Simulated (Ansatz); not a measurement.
**HfBr₂F₂: from a rough start to a stationary point**

The task is to find a stationary geometry of HfBr₂F₂, check the end point by its vibrations and derive ideal-gas thermochemistry, and look at its orbitals and charge.

Program: Ansatz 0.2.0, Gaussian basis. Level of theory: RKS PBE0-D4/def2-TZVP. These are calculated values, not measurements.

Levels to be run: relaxation at PBE-D4/def2-SVP; relaxation at PBE0-D4/def2-TZVP; harmonic vibrations at the same level; a single point in def2-TZVPP for the fields.

### 1 Where the work starts

SMILES `[F][Hf]([F])([Br])[Br]`, 5 atoms, charge 0, spin multiplicity 1.

Atoms are counted from 1 here; the program's logs count them from 0.

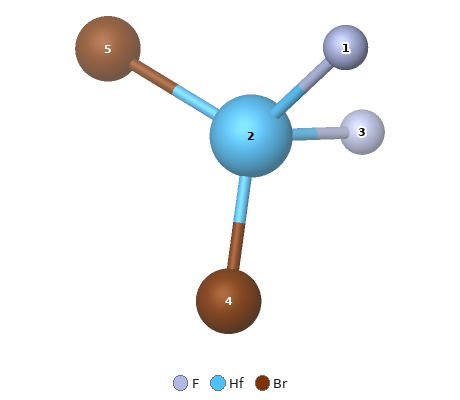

As it starts; fluorine light blue, hafnium blue, bromine brown; atoms are numbered from 1 in the order of the file.

As a file:

```mol
Br2F2Hf
  3D, bonds by distance, orders not assigned

  5  4  0  0  0  0  0  0  0  0999 V2000
    0.6377   -1.0397    2.3461 F   0  0
   -0.1978    0.0555    0.1435 Hf  0  0
    1.3633   -1.3695   -0.9201 F   0  0
   -2.4230   -0.6118   -1.2576 Br  0  0
    0.6698    2.8919   -0.3533 Br  0  0
  1  2  8  0
  2  3  8  0
  2  4  8  0
  2  5  8  0
M  END
```

The start is a force-field geometry with small random shifts, so a cheaper pass at PBE-D4/def2-SVP comes first. Hf takes the def2 core potential; no spin-orbit term is included.

### 2 Relaxation at PBE-D4/def2-SVP (cheap first pass)

Contents of in.yaml:

```yaml
crystal:
  periodic: [false, false, false]
  atoms:
    - {symbol: F, position_ang: [0.637700, -1.039700, 2.346100]}
    - {symbol: Hf, position_ang: [-0.197800, 0.055500, 0.143500]}
    - {symbol: F, position_ang: [1.363300, -1.369500, -0.920100]}
    - {symbol: Br, position_ang: [-2.423000, -0.611800, -1.257600]}
    - {symbol: Br, position_ang: [0.669800, 2.891900, -0.353300]}
basis:
  gaussian: {orbitals: def2-SVP}
hamiltonian: {xc: pbe, dispersion: d4}
relax: {f_tol: 0.03, max_steps: 200}
```

Command:

```
$ ansatz run in.yaml --threads 4 --pin off --events-out ev --progress --plain --max-ram 10444MiB
```

Log (excerpt; [...] marks lines left out):

```text
Functional definition: PBE
  name "PBE"
  cite "Perdew, Burke & Ernzerhof, Phys. Rev. Lett. 77, 3865 (1996) doi:10.1103/PhysRevLett.77.3865"
  parent pbe
[...]
1300 factors; their error is unknown
[...]
mean field -146789.28932820 eV, -5394.4068854576 hartree, gradient 1.7e-5 eV, S^2 0.000000; 0 other end points of the search recorded, 0 dependent functions left out
[...]
reference -146789.28939857 eV, -5394.4068880434 hartree; 50, 50 occupied and 74, 74 virtual orbitals, 1300 factors
relax step   1: F+E_penalty+E_count = -146789.41881016 eV  Δ(F+E_penalty+E_count) = +0.000e0 eV  max|allowed force component| = 4.052e0 eV/Å  Δτ_max = 0.0000 Å  (36 SCF iters, accepted)
[...]
relax step   7: F+E_penalty+E_count = -146795.50255863 eV  Δ(F+E_penalty+E_count) = -2.645e-3 eV  max|allowed force component| = 5.097e-2 eV/Å  Δτ_max = 0.0229 Å  (31 SCF iters, accepted)
[...]
relax step   8: F+E_penalty+E_count = -146795.50285062 eV  Δ(F+E_penalty+E_count) = -2.920e-4 eV  max|allowed force component| = 5.685e-3 eV/Å  Δτ_max = 0.0088 Å  (32 SCF iters, accepted)
1300 factors; their error is unknown
[...]
mean field -146795.36575436 eV, -5394.6301900002 hartree, gradient 1.0e-5 eV, S^2 0.000000; 1 other end points of the search recorded, 0 dependent functions left out
[...]
reference -146795.36581997 eV, -5394.6301924111 hartree; 50, 50 occupied and 74, 74 virtual orbitals, 1300 factors
Total energy: -146795.50291622 eV, -5394.6352306056 hartree
Atom 0 at     0.182929    -0.623203     1.869041 Å, force    -0.000833     0.000809    -0.002056 eV/Å
Atom 1 at     0.088301    -0.102217     0.039837 Å, force    -0.003115     0.003003    -0.002309 eV/Å
Atom 2 at     1.369083    -1.111105    -0.944107 Å, force    -0.001974     0.001743     0.000858 eV/Å
Atom 3 at    -2.200381    -0.569108    -0.845008 Å, force     0.005686    -0.000333     0.002631 eV/Å
Atom 4 at     0.610069     2.332033    -0.161163 Å, force     0.000236    -0.005222     0.000876 eV/Å
Dipole moment:    -0.015230     0.016679    -0.009387 e Å
```

Run time: 17 s. Hardware: 4 threads of Arm Neoverse V2, shared host.

Along the way:

```
step  energy from step 1 (eV)  largest force component (eV/Å)
   1                   0.0000                          4.0524
   2                  -3.2083                          3.9886
   3                  -4.8736                          2.5096
   4                  -5.7583                          2.1913
   5                  -6.0596                          0.2979
   6                  -6.0811                          0.2651
   7                  -6.0837                          0.0510
   8                  -6.0840                          0.0057
```

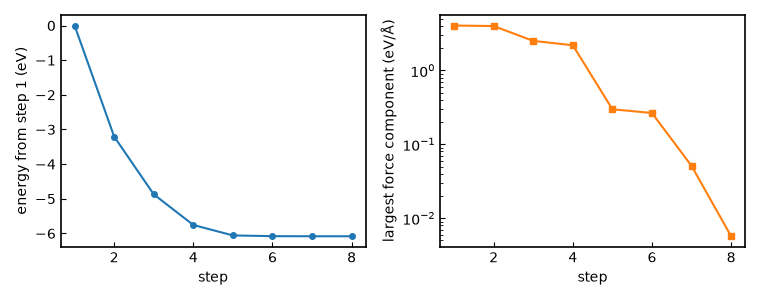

Energy and largest force along the relaxation.

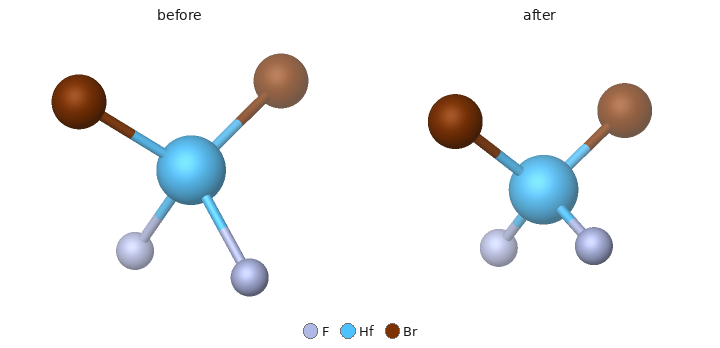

The geometry before (left) and after (right).

Close pairs (by a distance rule), those that changed most:

```
   bond  before (Å)  after (Å)  change (Å)
 F1–Hf2       2.598      1.904      -0.694
Hf2–Br5       3.007      2.498      -0.510
 Hf2–F3       2.366      1.904      -0.462
Hf2–Br4       2.713      2.498      -0.215
```

### 3 Geometry optimisation, PBE0-D4/def2-TZVP

Contents of in.yaml:

```yaml
crystal:
  periodic: [false, false, false]
  atoms:
    - {symbol: F, position_ang: [0.182929, -0.623203, 1.869041]}
    - {symbol: Hf, position_ang: [0.088301, -0.102217, 0.039837]}
    - {symbol: F, position_ang: [1.369083, -1.111105, -0.944107]}
    - {symbol: Br, position_ang: [-2.200381, -0.569108, -0.845008]}
    - {symbol: Br, position_ang: [0.610069, 2.332033, -0.161163]}
basis:
  gaussian: {orbitals: def2-TZVP}
hamiltonian: {xc: pbe0, dispersion: d4}
relax: {f_tol: 0.005, max_steps: 150}
```

Same command.

Log (excerpt; [...] marks lines left out):

```text
Functional definition: PBE0
  name "PBE0"
  cite "Adamo & Barone, J. Chem. Phys. 110, 6158 (1999) doi:10.1063/1.478522"
  cite "Perdew, Burke & Ernzerhof, Phys. Rev. Lett. 77, 3865 (1996) doi:10.1103/PhysRevLett.77.3865"
  parent pbe
[...]
1531 factors; their error is unknown
[...]
mean field -146823.04628966 eV, -5395.6474309097 hartree, gradient 3.9e-5 eV, S^2 0.000000; 0 other end points of the search recorded, 0 dependent functions left out
[...]
reference -146823.04632284 eV, -5395.6474321291 hartree; 50, 50 occupied and 148, 148 virtual orbitals, 1531 factors
relax step   1: F+E_penalty+E_count = -146823.16757531 eV  Δ(F+E_penalty+E_count) = +0.000e0 eV  max|allowed force component| = 5.827e-1 eV/Å  Δτ_max = 0.0000 Å  (28 SCF iters, accepted)
[...]
1531 factors; their error is unknown
mean field -146823.06131167 eV, -5395.6479829586 hartree, gradient 2.1e-5 eV, S^2 0.000000; 1 other end points of the search recorded, 0 dependent functions left out
[...]
reference -146823.06134480 eV, -5395.6479841761 hartree; 50, 50 occupied and 148, 148 virtual orbitals, 1531 factors
Total energy: -146823.18351653 eV, -5395.6524739041 hartree
Atom 0 at     0.182635    -0.618093     1.844329 Å, force     0.002067    -0.001069    -0.003919 eV/Å
Atom 1 at     0.084089    -0.097204     0.037258 Å, force     0.003458    -0.003875     0.002139 eV/Å
Atom 2 at     1.352738    -1.098487    -0.929437 Å, force    -0.001408     0.000351     0.004314 eV/Å
Atom 3 at    -2.190997    -0.581703    -0.838561 Å, force    -0.001433     0.002942    -0.001117 eV/Å
Atom 4 at     0.621536     2.321887    -0.154989 Å, force    -0.002685     0.001651    -0.001417 eV/Å
Dipole moment:    -0.024661     0.027460    -0.015161 e Å
```

Wall time 26 s (4 threads of Arm Neoverse V2, shared host); peak memory 0.7 GiB.

Step by step:

```
step  energy from step 1 (eV)  largest force component (eV/Å)
   1                   0.0000                          0.5827
   2                  -0.0102                          0.2866
   3                  -0.0158                          0.0371
   4                  -0.0159                          0.0043
```

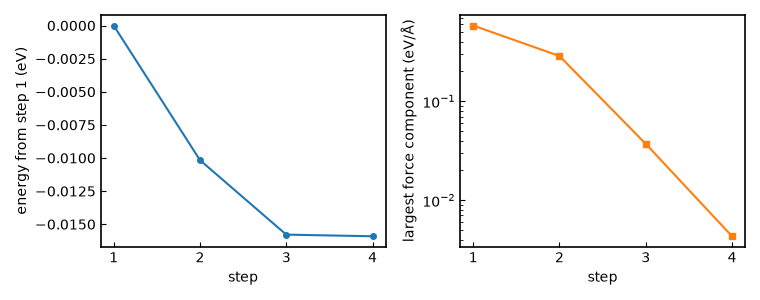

Energy and largest force along the relaxation.

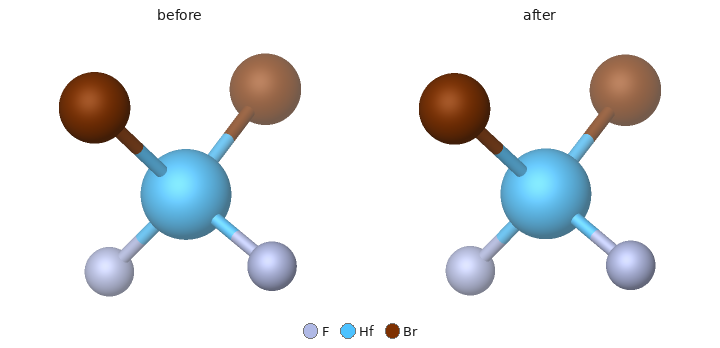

The geometry before (left) and after (right).

Distances of close pairs at the start and the end, largest changes first:

```
   bond  before (Å)  after (Å)  change (Å)
 Hf2–F3       1.904      1.883      -0.021
 F1–Hf2       1.904      1.883      -0.021
Hf2–Br4       2.498      2.486      -0.012
Hf2–Br5       2.498      2.486      -0.012
```

Mulliken charges at the end point, from the run's report:

```
atom  value (e)
  F1      -0.38
 Hf2       1.45
  F3      -0.38
 Br4      -0.34
 Br5      -0.34
```

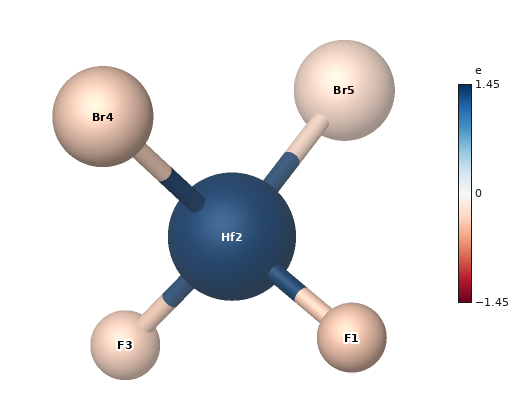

Mulliken charges at the end point, from the run's report, as colours on the atoms.

### 4 Vibrations by finite differences

Contents of in.yaml:

```yaml
crystal:
  periodic: [false, false, false]
  atoms:
    - {symbol: F, position_ang: [0.182635, -0.618093, 1.844329]}
    - {symbol: Hf, position_ang: [0.084089, -0.097204, 0.037258]}
    - {symbol: F, position_ang: [1.352738, -1.098487, -0.929437]}
    - {symbol: Br, position_ang: [-2.190997, -0.581703, -0.838561]}
    - {symbol: Br, position_ang: [0.621536, 2.321887, -0.154989]}
basis:
  gaussian: {orbitals: def2-TZVP}
hamiltonian: {xc: pbe0, dispersion: d4}
phonons: {temperatures: {t_min: 298.15, t_max: 900, t_step: 200}}
```

Same command.

Log (excerpt; [...] marks lines left out):

```text
Functional definition: PBE0
  name "PBE0"
  cite "Adamo & Barone, J. Chem. Phys. 110, 6158 (1999) doi:10.1063/1.478522"
  cite "Perdew, Burke & Ernzerhof, Phys. Rev. Lett. 77, 3865 (1996) doi:10.1103/PhysRevLett.77.3865"
  parent pbe
[...]
1531 factors; their error is unknown
[...]
mean field -146823.06131167 eV, -5395.6479829585 hartree, gradient 3.8e-5 eV, S^2 0.000000; 0 other end points of the search recorded, 0 dependent functions left out
[...]
reference -146823.06134480 eV, -5395.6479841760 hartree; 50, 50 occupied and 148, 148 virtual orbitals, 1531 factors
[...]
1531 factors; their error is unknown
mean field -146823.06132039 eV, -5395.6479832789 hartree, gradient 1.6e-6 eV, S^2 0.000000; 0 other end points of the search recorded, 0 dependent functions left out
[...]
1531 factors; their error is unknown
[...]
mean field -146823.06131255 eV, -5395.6479829908 hartree, gradient 1.6e-6 eV, S^2 0.000000; 0 other end points of the search recorded, 0 dependent functions left out
[...]
reference -146823.06134568 eV, -5395.6479842084 hartree; 50, 50 occupied and 148, 148 virtual orbitals, 1531 factors
Total energy: -146823.18351653 eV, -5395.6524739042 hartree
Atom 0 at     0.182635    -0.618093     1.844329 Å, force     0.002063    -0.001073    -0.003919 eV/Å
Atom 1 at     0.084089    -0.097204     0.037258 Å, force     0.003475    -0.003869     0.002136 eV/Å
Atom 2 at     1.352738    -1.098487    -0.929437 Å, force    -0.001415     0.000351     0.004317 eV/Å
Atom 3 at    -2.190997    -0.581703    -0.838561 Å, force    -0.001437     0.002940    -0.001117 eV/Å
Atom 4 at     0.621536     2.321887    -0.154989 Å, force    -0.002686     0.001651    -0.001418 eV/Å
Dipole moment:    -0.024663     0.027459    -0.015160 e Å
Vibrations: 64.87 99.90 125.68 136.41 165.26 256.72 280.26 661.27 672.12 cm⁻¹, zero-point energy 0.152656 eV
```

Run time: 2 min. Hardware: 4 threads of Arm Neoverse V2, shared host; peak memory 0.7 GiB.

Motions are named by where the mode's potential energy lies. The modes, unscaled (a negative number is an imaginary wavenumber):

```
mode  cm⁻¹         motion
   1    65           bend
   2   100           bend
   3   126           bend
   4   136           bend
   5   165           bend
   6   257  Hf–Br stretch
   7   280  Hf–Br stretch
   8   661   Hf–F stretch
   9   672   Hf–F stretch
```

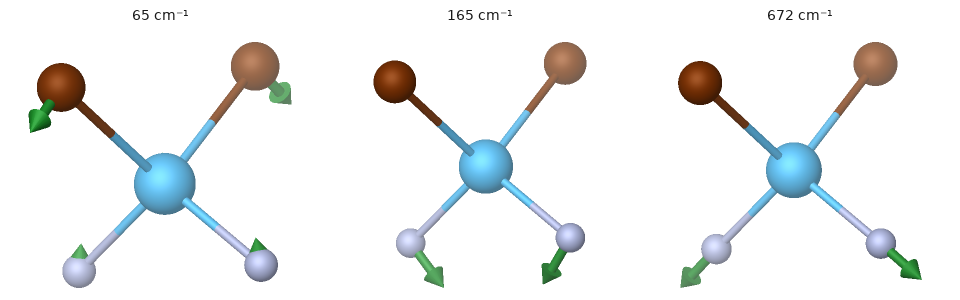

Displacements of 3 modes, as arrows.

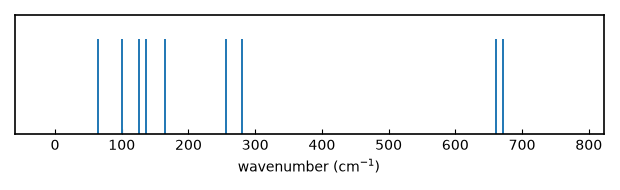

The harmonic wavenumbers as sticks (no intensities were computed).

Ideal gas, rigid rotor and harmonic oscillator at 298.15 K and 1 bar, with symmetry number 2:

```
                term            value
   zero-point energy      14.7 kJ/mol
          H(298) − E      36.9 kJ/mol
entropy, translation  182.8 J/(mol K)
   entropy, rotation  123.3 J/(mol K)
  entropy, vibration   83.8 J/(mol K)
      entropy, total  389.9 J/(mol K)
```

### 5 Orbitals, density and potential

Edit in.yaml of step 4 so:

```diff
@@ -9,4 +9,4 @@
 basis:
-  gaussian: {orbitals: def2-TZVP}
+  gaussian: {orbitals: def2-TZVPP}
 hamiltonian: {xc: pbe0, dispersion: d4}
-phonons: {temperatures: {t_min: 298.15, t_max: 900, t_step: 200}}
+output: {orbitals: {seedname: orbitals}}
```

Same command.

Log:

```text
Functional definition: PBE0
  name "PBE0"
  cite "Adamo & Barone, J. Chem. Phys. 110, 6158 (1999) doi:10.1063/1.478522"
  cite "Perdew, Burke & Ernzerhof, Phys. Rev. Lett. 77, 3865 (1996) doi:10.1103/PhysRevLett.77.3865"
  parent pbe
  parameter a = 0.25
  parameter kappa = 0.804
  parameter beta = 0.06672455060314922
  exchange = (1 - a)*pbe_x(kappa = kappa, mu = beta*pi^2/3) + a*exact_x
  correlation = pbe_c(beta = beta)
1542 factors; their error is unknown
mean field evaluation 1: about -146817.9091 eV, gradient 5.4e1 eV
mean field evaluation 2: about -146796.4200 eV, gradient 1.3e2 eV
mean field evaluation 4: about -146822.2691 eV, gradient 3.8e0 eV
mean field evaluation 8: about -146823.2056 eV, gradient 5.6e-1 eV
mean field evaluation 16: about -146823.2059 eV, gradient 3.8e-5 eV
mean field -146823.20589030 eV, -5395.6532961252 hartree, gradient 3.7e-5 eV, S^2 0.000000; 0 other end points of the search recorded, 0 dependent functions left out
reference -146823.20592248 eV, -5395.6532973079 hartree; 50, 50 occupied and 164, 164 virtual orbitals, 1542 factors
Total energy: -146823.32809421 eV, -5395.6577870362 hartree
```

It took 4.6 s on 4 threads of Arm Neoverse V2, shared host; peak memory 0.81 GiB.

The fields below are evaluated on a grid from the run's orbitals.

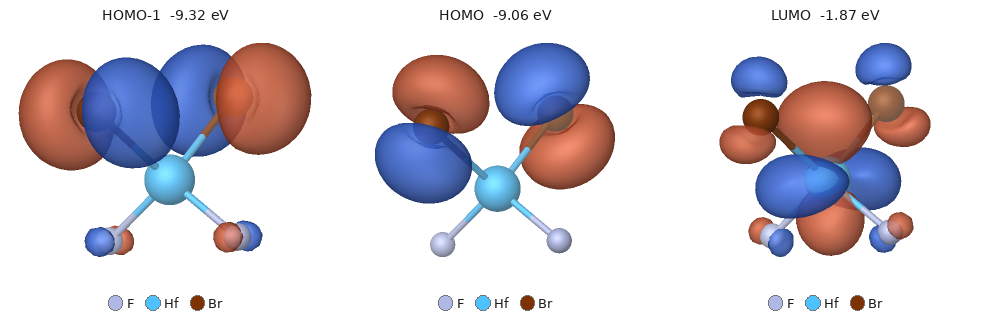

Frontier orbitals at PBE0-D4/def2-TZVPP; each surface holds 70 % of the orbital's density, blue and red mark the sign.

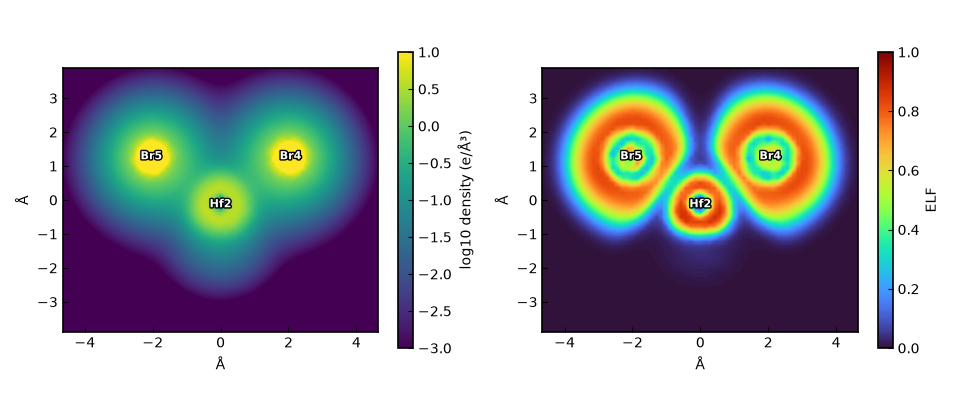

Density (left) and ELF (right) in a plane through or near 3 of the atoms.

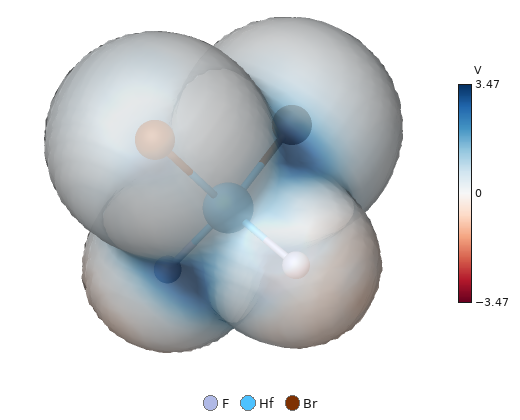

Electrostatic potential on the surface of density 0.002 e/bohr³; red is low, blue high. It runs from -0.59 V near F3 to 3.47 V near Hf2.

### 6 What came out

| quantity | value |
| --- | --- |
| point group | C2v |
| steps | 8 + 4 |
| shift from the start (rms) | 0.533 Å |
| total energy | -146823.1835 eV |
| dispersion term | -122 meV |
| dipole moment | 0.19 D |
| lowest, highest wavenumber | 65, 672 cm⁻¹ |
| zero-point energy | 14.7 kJ/mol |
| entropy at 298.15 K | 389.9 J/(mol K) |
| HOMO, LUMO | -9.06, -1.87 eV |

In words: The relaxed geometry lies 0.53 Å (rms) from the start; the bond that changed most is F1–Hf2, from 2.598 to 1.883 Å. All wavenumbers are real, so the end point is a minimum. The stiffest mode, 672 cm⁻¹, is a Hf–F stretch, and 5 modes under 200 cm⁻¹ make the vibrational entropy uncertain. The largest Mulliken charge, +1.45 e, sits on Hf2. The HOMO lies mostly on Br4, Br5 about 48 % each and the LUMO on Hf2 65 %; Br4, Br5 about 14 % each.
